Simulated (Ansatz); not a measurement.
**C2H4FNSi: from a rough start to a minimum**

What shape does C2H4FNSi take? The plan is to relax it, then compute its harmonic vibrations to see whether it is a minimum and to get the zero-point energy and entropy, and look at its orbitals and charge.

Program: Ansatz 0.2.0, Gaussian basis. Level of theory: RKS PBE0-D4/def2-TZVP. These are calculated values, not measurements.

The runs, in order: relaxation at PBE-D4/def2-SVP; relaxation at PBE0-D4/def2-TZVP; harmonic vibrations at the same level; a single point in def2-TZVPP for the fields.

## Step 1: The starting structure

SMILES `C[SiH]1N=C1F`, 9 atoms, charge 0, spin multiplicity 1.

Atoms are counted from 1 here; the program's logs count them from 0.

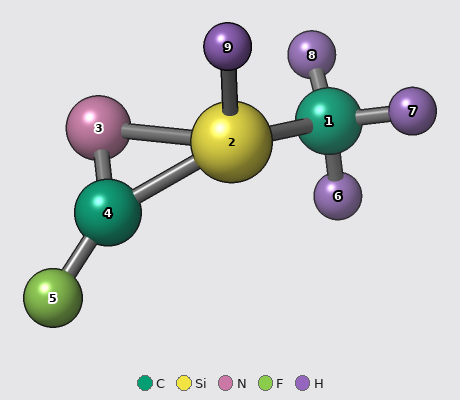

The starting geometry (carbon teal, silicon yellow, nitrogen pink, fluorine green, hydrogen purple); atoms are numbered from 1 in the order of the file.

The start is a force-field geometry with small random shifts, so a cheaper pass at PBE-D4/def2-SVP comes first.

## Step 2: Optimising with PBE-D4/def2-SVP (cheap first pass)

Contents of in.yaml:

```yaml
crystal:
  periodic: [false, false, false]
  atoms:
    - {symbol: C, position_ang: [-1.226900, -0.475100, -0.236100]}
    - {symbol: Si, position_ang: [0.099800, 0.518000, 0.511300]}
    - {symbol: N, position_ang: [1.598200, -0.626000, 0.064100]}
    - {symbol: C, position_ang: [1.695500, 0.604700, -0.253500]}
    - {symbol: F, position_ang: [2.525900, 1.289500, -0.903700]}
    - {symbol: H, position_ang: [-1.255500, -0.345400, -1.341400]}
    - {symbol: H, position_ang: [-2.219600, -0.050200, 0.091200]}
    - {symbol: H, position_ang: [-1.188300, -1.473800, 0.011000]}
    - {symbol: H, position_ang: [0.059500, 0.512000, 2.039900]}
basis:
  gaussian: {orbitals: def2-SVP}
hamiltonian: {xc: pbe, dispersion: d4}
relax: {f_tol: 0.03, max_steps: 200}
```

Started as:

```sh
> ansatz run in.yaml --threads 2 --pin off --events-out ev --progress --plain --max-ram 4352MiB
```

Log, shortened:

```text
Functional definition: PBE
  name "PBE"
  cite "Perdew, Burke & Ernzerhof, Phys. Rev. Lett. 77, 3865 (1996) doi:10.1103/PhysRevLett.77.3865"
  parent pbe
[...]
1064 factors; their error is unknown
[...]
mean field -14203.22782155 eV, -521.9589951484 hartree, gradient 5.3e-5 eV, S^2 0.000000; 0 other end points of the search recorded, 0 dependent functions left out
[...]
reference -14203.22785138 eV, -521.9589962446 hartree; 23, 23 occupied and 71, 71 virtual orbitals, 1064 factors
relax step   1: F+E_penalty+E_count = -14203.40759636 eV  Δ(F+E_penalty+E_count) = +0.000e0 eV  max|allowed force component| = 3.649e0 eV/Å  Δτ_max = 0.0000 Å  (31 SCF iters, accepted)
[...]
relax step   3: F+E_penalty+E_count = -14203.89498369 eV  Δ(F+E_penalty+E_count) = +8.123e-2 eV  max|allowed force component| = 3.138e0 eV/Å  Δτ_max = 0.2000 Å  (34 SCF iters, rejected (line search))
[...]
relax step   5: F+E_penalty+E_count = -14204.14586906 eV  Δ(F+E_penalty+E_count) = -2.755e-2 eV  max|allowed force component| = 2.163e-1 eV/Å  Δτ_max = 0.0959 Å  (30 SCF iters, accepted)
[...]
relax step   7: F+E_penalty+E_count = -14204.15564915 eV  Δ(F+E_penalty+E_count) = -4.157e-3 eV  max|allowed force component| = 8.468e-2 eV/Å  Δτ_max = 0.0812 Å  (30 SCF iters, accepted)
[...]
relax step  10: F+E_penalty+E_count = -14204.16026091 eV  Δ(F+E_penalty+E_count) = -2.227e-3 eV  max|allowed force component| = 1.393e-1 eV/Å  Δτ_max = 0.0738 Å  (29 SCF iters, accepted)
[...]
relax step  11: F+E_penalty+E_count = -14204.16154814 eV  Δ(F+E_penalty+E_count) = -1.287e-3 eV  max|allowed force component| = 1.494e-2 eV/Å  Δτ_max = 0.0253 Å  (30 SCF iters, accepted)
1064 factors; their error is unknown
[...]
mean field -14203.98832908 eV, -521.9869432848 hartree, gradient 2.4e-5 eV, S^2 0.000000; 1 other end points of the search recorded, 0 dependent functions left out
[...]
reference -14203.98835905 eV, -521.9869443859 hartree; 23, 23 occupied and 71, 71 virtual orbitals, 1064 factors
Total energy: -14204.16157811 eV, -521.9933100690 hartree
Atom 0 at    -1.324054    -0.476277    -0.247243 Å, force    -0.008800     0.011690    -0.007093 eV/Å
Atom 1 at     0.227193     0.133330     0.597599 Å, force    -0.014936    -0.009504     0.014562 eV/Å
Atom 2 at     1.867982    -0.514610     0.033868 Å, force     0.010169    -0.010305     0.006474 eV/Å
Atom 3 at     1.686039     0.710227    -0.276539 Å, force     0.014008     0.014759    -0.014079 eV/Å
Atom 4 at     2.497830     1.534352    -0.936463 Å, force    -0.000637     0.003274    -0.000106 eV/Å
Atom 5 at    -1.139091    -0.632125    -1.327708 Å, force    -0.002176    -0.004495     0.002223 eV/Å
Atom 6 at    -2.151329     0.252731    -0.127390 Å, force    -0.002809    -0.001172    -0.004228 eV/Å
Atom 7 at    -1.651393    -1.437270     0.200851 Å, force    -0.001549    -0.004583     0.000212 eV/Å
Atom 8 at     0.075423     0.383342     2.065825 Å, force     0.006731     0.000337     0.002034 eV/Å
Dipole moment:    -0.645505     0.044665     0.091346 e Å
```

Run time: 22 s. Hardware: 2 threads of Arm Neoverse V1, shared host.

Along the way: (the energy doesn't fall at every step)

```csv
step,energy from step 1 (eV),largest force component (eV/Å)
1,0.0000,3.6485
2,-0.5686,1.0690
3,-0.4874,3.1381
4,-0.7107,0.4333
5,-0.7383,0.2163
6,-0.7439,0.0971
7,-0.7481,0.0847
8,-0.7345,0.5331
9,-0.7504,0.1020
10,-0.7527,0.1393
11,-0.7540,0.0149
```

Distances of close pairs at the start and the end, largest changes first:

```csv
bond,before (Å),after (Å),change (Å)
Si2–N3,1.938,1.852,-0.086
C1–H8,1.030,1.110,+0.080
C4–F5,1.257,1.332,+0.074
C1–Si2,1.818,1.869,+0.051
Si2–H9,1.529,1.497,-0.032
Si2–C4,1.772,1.796,+0.024
C1–H7,1.128,1.109,-0.019
C1–H6,1.113,1.107,-0.006
```

## Step 3: Geometry optimisation, PBE0-D4/def2-TZVP

Contents of in.yaml:

```yaml
crystal:
  periodic: [false, false, false]
  atoms:
    - {symbol: C, position_ang: [-1.324054, -0.476277, -0.247243]}
    - {symbol: Si, position_ang: [0.227193, 0.133330, 0.597599]}
    - {symbol: N, position_ang: [1.867982, -0.514610, 0.033868]}
    - {symbol: C, position_ang: [1.686039, 0.710227, -0.276539]}
    - {symbol: F, position_ang: [2.497830, 1.534352, -0.936463]}
    - {symbol: H, position_ang: [-1.139091, -0.632125, -1.327708]}
    - {symbol: H, position_ang: [-2.151329, 0.252731, -0.127390]}
    - {symbol: H, position_ang: [-1.651393, -1.437270, 0.200851]}
    - {symbol: H, position_ang: [0.075423, 0.383342, 2.065825]}
basis:
  gaussian: {orbitals: def2-TZVP}
hamiltonian: {xc: pbe0, dispersion: d4}
relax: {f_tol: 0.005, max_steps: 150}
```

Launched as before.

Log, shortened:

```text
Functional definition: PBE0
  name "PBE0"
  cite "Adamo & Barone, J. Chem. Phys. 110, 6158 (1999) doi:10.1063/1.478522"
  cite "Perdew, Burke & Ernzerhof, Phys. Rev. Lett. 77, 3865 (1996) doi:10.1103/PhysRevLett.77.3865"
  parent pbe
[...]
1115 factors; their error is unknown
[...]
mean field -14215.08721673 eV, -522.3948198826 hartree, gradient 3.1e-5 eV, S^2 0.000000; 0 other end points of the search recorded, 0 dependent functions left out
[...]
reference -14215.08724411 eV, -522.3948208888 hartree; 23, 23 occupied and 162, 162 virtual orbitals, 1115 factors
relax step   1: F+E_penalty+E_count = -14215.23276498 eV  Δ(F+E_penalty+E_count) = +0.000e0 eV  max|allowed force component| = 1.305e0 eV/Å  Δτ_max = 0.0000 Å  (31 SCF iters, accepted)
[...]
Total energy: -14215.29522332 eV, -522.4024639840 hartree
Atom 0 at    -1.308535    -0.474719    -0.245279 Å, force     0.000554    -0.000152     0.000129 eV/Å
Atom 1 at     0.238837     0.106947     0.583510 Å, force     0.001483    -0.000153    -0.001140 eV/Å
Atom 2 at     1.843518    -0.493201     0.034616 Å, force    -0.000919    -0.000486    -0.000029 eV/Å
Atom 3 at     1.660838     0.717569    -0.271163 Å, force     0.000670    -0.000138     0.000387 eV/Å
Atom 4 at     2.477339     1.523306    -0.920949 Å, force    -0.000380     0.000870     0.000020 eV/Å
Atom 5 at    -1.136834    -0.647016    -1.308580 Å, force     0.000349    -0.000488    -0.000146 eV/Å
Atom 6 at    -2.107510     0.262345    -0.131652 Å, force    -0.000600     0.000797     0.000180 eV/Å
Atom 7 at    -1.649779    -1.407776     0.211683 Å, force    -0.000720    -0.000391     0.000336 eV/Å
Atom 8 at     0.070726     0.366245     2.030615 Å, force    -0.000437     0.000141     0.000263 eV/Å
Dipole moment:    -0.728451     0.027020     0.129664 e Å
```

Wall time 40 s (2 threads of Arm Neoverse V1, shared host).

Relaxation path:

```csv
step,energy from step 1 (eV),largest force component (eV/Å)
1,0.0000,1.3048
2,-0.0481,0.5258
3,-0.0610,0.1776
4,-0.0611,0.1716
5,-0.0624,0.0259
6,-0.0624,0.0093
7,-0.0624,0.0015
```

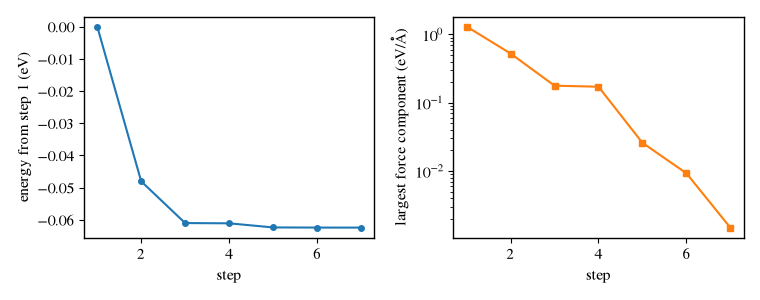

Energy and force, step by step.

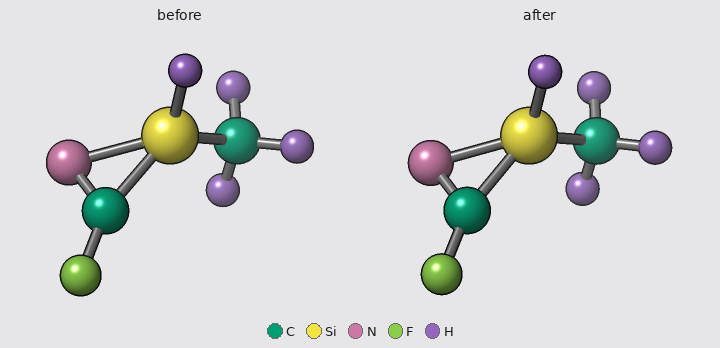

Before and after, at one scale.

Close pairs (by a distance rule), those that changed most:

```csv
bond,before (Å),after (Å),change (Å)
Si2–N3,1.852,1.799,-0.053
Si2–C4,1.796,1.768,-0.028
C1–Si2,1.869,1.849,-0.019
Si2–H9,1.497,1.480,-0.017
C1–H6,1.107,1.091,-0.016
C1–H7,1.109,1.093,-0.016
C1–H8,1.110,1.094,-0.016
N3–C4,1.277,1.262,-0.015
```

Mulliken charges at the end point, from the run's report:

```csv
atom,value (e)
C1,-0.49
Si2,0.26
N3,-0.24
C4,0.16
F5,-0.15
H6,0.16
H7,0.15
H8,0.15
H9,-0.01
```

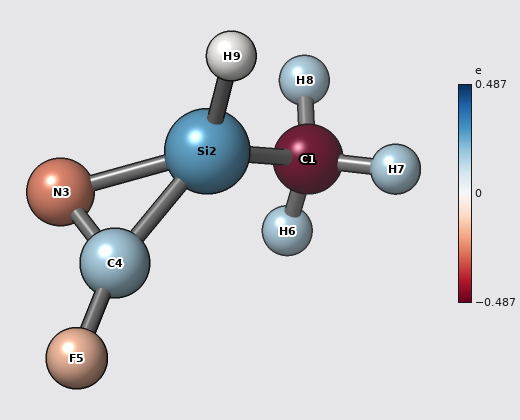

Mulliken charges at the end point, from the run's report, as colours on the atoms.

## Step 4: Harmonic vibrations

Contents of in.yaml:

```yaml
crystal:
  periodic: [false, false, false]
  atoms:
    - {symbol: C, position_ang: [-1.308535, -0.474719, -0.245279]}
    - {symbol: Si, position_ang: [0.238837, 0.106947, 0.583510]}
    - {symbol: N, position_ang: [1.843518, -0.493201, 0.034616]}
    - {symbol: C, position_ang: [1.660838, 0.717569, -0.271163]}
    - {symbol: F, position_ang: [2.477339, 1.523306, -0.920949]}
    - {symbol: H, position_ang: [-1.136834, -0.647016, -1.308580]}
    - {symbol: H, position_ang: [-2.107510, 0.262345, -0.131652]}
    - {symbol: H, position_ang: [-1.649779, -1.407776, 0.211683]}
    - {symbol: H, position_ang: [0.070726, 0.366245, 2.030615]}
basis:
  gaussian: {orbitals: def2-TZVP}
hamiltonian: {xc: pbe0, dispersion: d4}
phonons: {temperatures: {t_min: 298.15, t_max: 900, t_step: 200}}
```

The command is unchanged.

Log, shortened:

```text
Functional definition: PBE0
  name "PBE0"
  cite "Adamo & Barone, J. Chem. Phys. 110, 6158 (1999) doi:10.1063/1.478522"
  cite "Perdew, Burke & Ernzerhof, Phys. Rev. Lett. 77, 3865 (1996) doi:10.1103/PhysRevLett.77.3865"
  parent pbe
[...]
1115 factors; their error is unknown
[...]
mean field -14215.14858103 eV, -522.3970749789 hartree, gradient 2.8e-5 eV, S^2 0.000000; 0 other end points of the search recorded, 0 dependent functions left out
[...]
reference -14215.14860817 eV, -522.3970759764 hartree; 23, 23 occupied and 162, 162 virtual orbitals, 1115 factors
[...]
1115 factors; their error is unknown
mean field -14215.14842556 eV, -522.3970692657 hartree, gradient 1.4e-6 eV, S^2 0.000000; 0 other end points of the search recorded, 0 dependent functions left out
[...]
reference -14215.14845270 eV, -522.3970702631 hartree; 23, 23 occupied and 162, 162 virtual orbitals, 1115 factors
[...]
Atom 1 at     0.238837     0.106947     0.583510 Å, force     0.001500    -0.000154    -0.001149 eV/Å
Atom 2 at     1.843518    -0.493201     0.034616 Å, force    -0.000932    -0.000455    -0.000032 eV/Å
Atom 3 at     1.660838     0.717569    -0.271163 Å, force     0.000660    -0.000176     0.000401 eV/Å
Atom 4 at     2.477339     1.523306    -0.920949 Å, force    -0.000373     0.000878     0.000012 eV/Å
Atom 5 at    -1.136834    -0.647016    -1.308580 Å, force     0.000356    -0.000485    -0.000138 eV/Å
Atom 6 at    -2.107510     0.262345    -0.131652 Å, force    -0.000618     0.000815     0.000182 eV/Å
Atom 7 at    -1.649779    -1.407776     0.211683 Å, force    -0.000716    -0.000380     0.000329 eV/Å
Atom 8 at     0.070726     0.366245     2.030615 Å, force    -0.000439     0.000139     0.000264 eV/Å
Dipole moment:    -0.728451     0.027021     0.129664 e Å
Vibrations: 110.10 158.81 229.02 366.62 435.22 596.78 623.82 725.30 749.09 781.37 796.08 919.17 1278.30 1300.35 1440.82 1441.29 1699.68 2255.77 3052.89 3131.96 3156.56 cm⁻¹, zero-point energy 1.565237 eV
```

It took 3.3 min on 2 threads of Arm Neoverse V1, shared host.

Motions are named by where the mode's potential energy lies. The modes, unscaled (a negative number is an imaginary wavenumber):

```csv
mode,cm⁻¹,motion
1,110,torsion
2,159,bend
3,229,bend
4,367,bend
5,435,out-of-plane bend
6,597,torsion with bend
7,624,"mixed, led by Si–C stretch"
8,725,bend with C–F stretch
9,749,bend
10,781,bend with torsion
11,796,Si–C stretch
12,919,bend
13,1278,bend
14,1300,C–F stretch with bend
15,1441,bend
16,1441,bend
17,1700,"mixed, led by C–N stretch"
18,2256,Si–H stretch
19,3053,C–H stretch
20,3132,C–H stretch
21,3157,C–H stretch
```

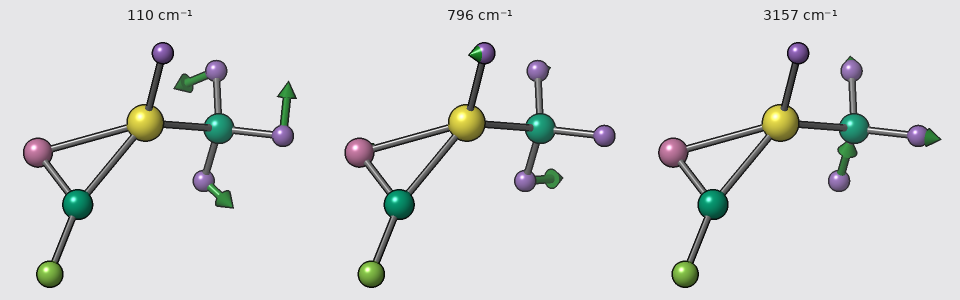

Displacements of 3 modes, as arrows.

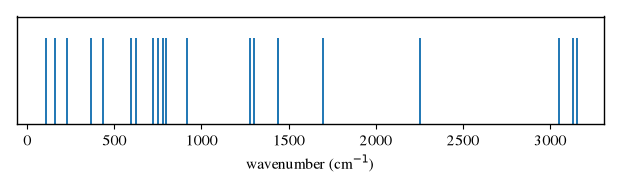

The harmonic wavenumbers as sticks (no intensities were computed).

From these modes and the moments of inertia (298.15 K, 1 bar, symmetry number 1):

```csv
term,value
zero-point energy,36.1 kcal/mol
H(298) − E,40.5 kcal/mol
"entropy, translation",164.9 J/(mol K)
"entropy, rotation",109.3 J/(mol K)
"entropy, vibration",49.0 J/(mol K)
"entropy, total",323.2 J/(mol K)
```

## Step 5: Fields at the relaxed geometry

Edit in.yaml of step 4 so:

```diff
@@ -13,4 +13,4 @@
 basis:
-  gaussian: {orbitals: def2-TZVP}
+  gaussian: {orbitals: def2-TZVPP}
 hamiltonian: {xc: pbe0, dispersion: d4}
-phonons: {temperatures: {t_min: 298.15, t_max: 900, t_step: 200}}
+output: {orbitals: {seedname: orbitals}}
```

The command is unchanged.

Log:

```text
Functional definition: PBE0
  name "PBE0"
  cite "Adamo & Barone, J. Chem. Phys. 110, 6158 (1999) doi:10.1063/1.478522"
  cite "Perdew, Burke & Ernzerhof, Phys. Rev. Lett. 77, 3865 (1996) doi:10.1103/PhysRevLett.77.3865"
  parent pbe
  parameter a = 0.25
  parameter kappa = 0.804
  parameter beta = 0.06672455060314922
  exchange = (1 - a)*pbe_x(kappa = kappa, mu = beta*pi^2/3) + a*exact_x
  correlation = pbe_c(beta = beta)
1198 factors; their error is unknown
mean field evaluation 1: about -14205.6988 eV, gradient 6.8e1 eV
mean field evaluation 2: about -14193.3421 eV, gradient 9.5e1 eV
mean field evaluation 4: about -14215.0774 eV, gradient 6.2e0 eV
mean field evaluation 8: about -14215.1543 eV, gradient 1.5e-1 eV
mean field evaluation 16: about -14215.1842 eV, gradient 1.9e-4 eV
mean field -14215.18415929 eV, -522.3983824561 hartree, gradient 2.8e-5 eV, S^2 0.000000; 0 other end points of the search recorded, 0 dependent functions left out
reference -14215.18418665 eV, -522.3983834617 hartree; 23, 23 occupied and 199, 199 virtual orbitals, 1198 factors
Total energy: -14215.33080223 eV, -522.4037714846 hartree
```

Run time: 4.3 s. Hardware: 2 threads of Arm Neoverse V1, shared host.

The fields below are evaluated on a grid from the run's orbitals.

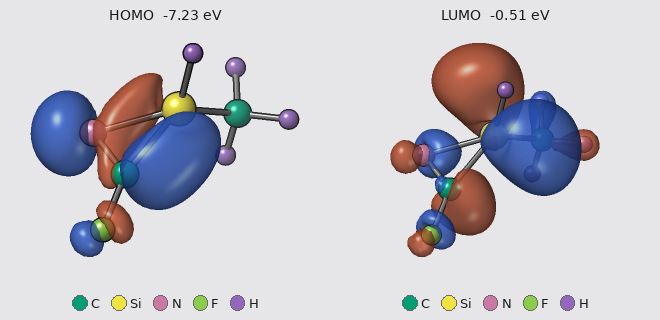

Frontier orbitals at PBE0-D4/def2-TZVPP; each surface holds 70 % of the orbital's density, blue and red mark the sign.

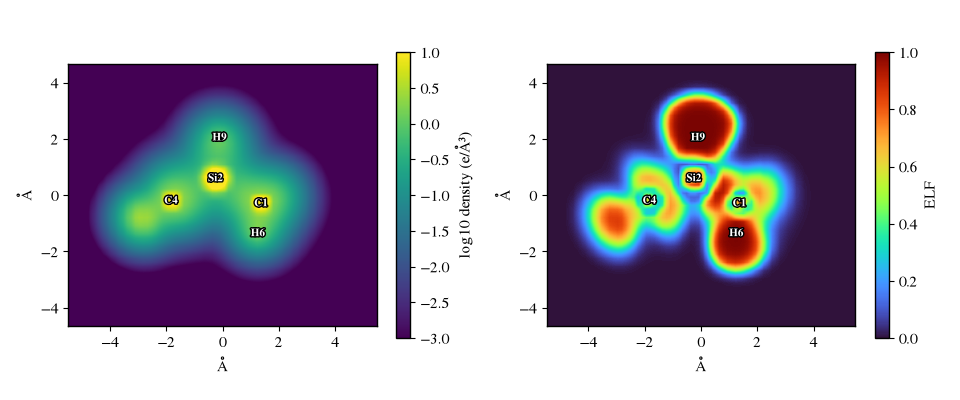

Density (left) and ELF (right) in a plane through or near 5 of the atoms.

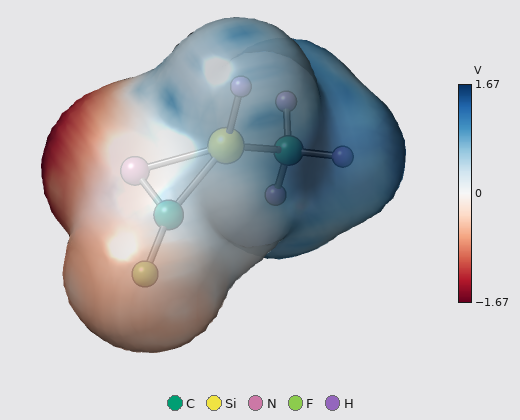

Electrostatic potential on the surface of density 0.002 e/bohr³; red is low, blue high. It runs, from the 1st to the 99th percentile, from -1.67 V near N3 to 1.66 V near Si2.

## Step 6: Summary of results

| quantity | value |
| --- | --- |
| point group | C1 |
| steps | 11 + 7 |
| shift from the start (rms) | 0.315 Å |
| total energy | -14215.2952 eV |
| dispersion term | -147 meV |
| dipole moment | 3.56 D |
| lowest, highest wavenumber | 110, 3157 cm⁻¹ |
| zero-point energy | 36.1 kcal/mol |
| entropy at 298.15 K | 323.2 J/(mol K) |
| HOMO, LUMO | -7.23, -0.51 eV |

What this shows: The atoms moved 0.32 Å (rms) from the start; the bond that changed most is Si2–N3, from 1.938 to 1.799 Å. No mode is imaginary: a true minimum at this level. The stiffest mode, 3157 cm⁻¹, is a C–H stretch, and 2 modes under 200 cm⁻¹ make the vibrational entropy uncertain. Harmonic hybrid wavenumbers usually lie a few per cent above measured fundamentals. The largest Mulliken charge, -0.49 e, sits on C1. The HOMO lies mostly on N3 46 %; C4 25 % and the LUMO on Si2 34 %; H9 23 %.
